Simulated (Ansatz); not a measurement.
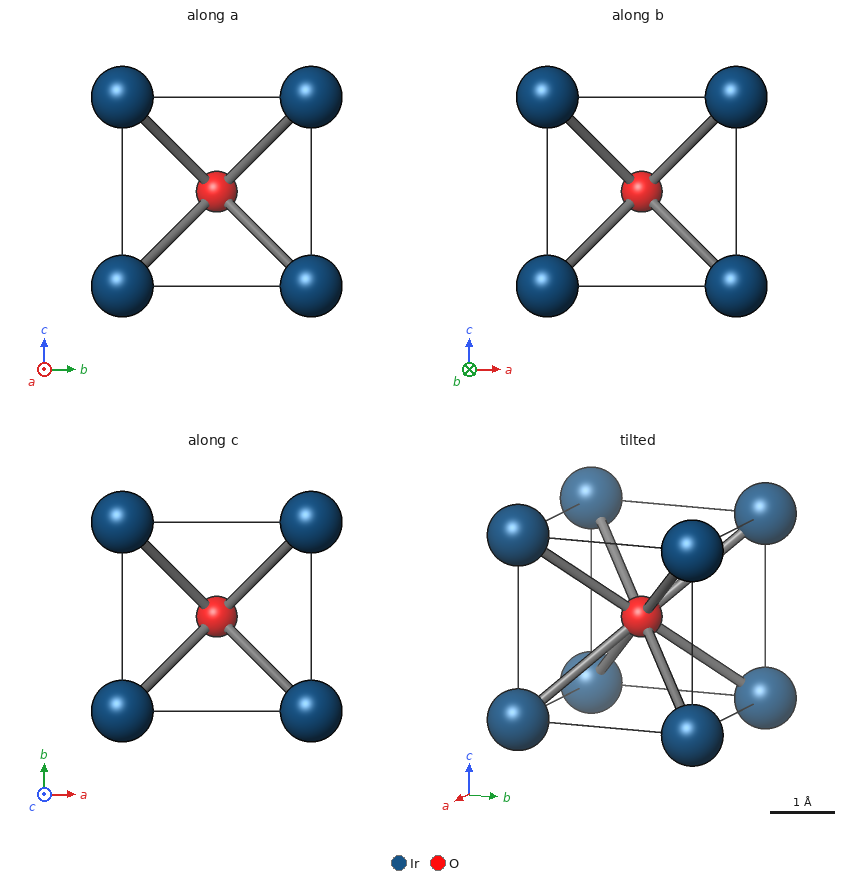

An orthographic ball-and-stick view of the structure, along the a axis, along the b axis, along the c axis and slightly off an axis. The conventional unit cell is drawn as a box.

Lattice parameters: a = 2.9863 Å, b = 2.9863 Å, c = 2.9863 Å, α = 90.000°, β = 90.000°, γ = 90.000°.

Question: Record the structure as a CIF in P1 with every atom of the cell.

Answer:
```cif
data_structure
_symmetry_space_group_name_H-M 'P 1'
_symmetry_Int_Tables_number 1
_cell_length_a 2.9863
_cell_length_b 2.9863
_cell_length_c 2.9863
_cell_angle_alpha 90.000
_cell_angle_beta 90.000
_cell_angle_gamma 90.000
_cell_volume 26.63
loop_
_atom_site_label
_atom_site_type_symbol
_atom_site_fract_x
_atom_site_fract_y
_atom_site_fract_z
_atom_site_occupancy
Ir1 Ir 0.0000 0.0000 0.0000 1
O1 O 0.5000 0.5000 0.5000 1
```

The initial geometry was a structure type filled with these elements by a generator (whether the compound takes this form wasn't checked). Earlier steps of the study may have refined or changed the cell and positions. It was run through Ansatz as a DFT input.

At this level of theory the cell isn't at rest (stretched, at -29 GPa), so its distances can differ from those at equilibrium, the more so the softer the solid.
